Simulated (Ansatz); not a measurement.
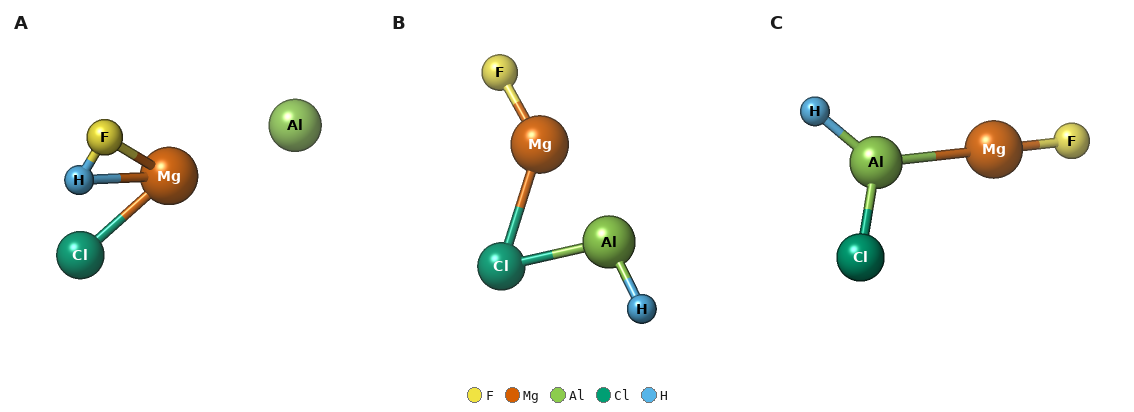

3 stationary structures of one formula. Geometries: PBE-D4/def2-SVP. Electronic energies: PBE-D4/def2-SVP (Ansatz 0.2.0), without zero-point energy. No frequency run is at hand to confirm each as a minimum.

Rank them by energy, lowest first.

C is lowest (Cs); B lies 0.097 eV above it (Cs), A lies 1.967 eV above it (Cs).
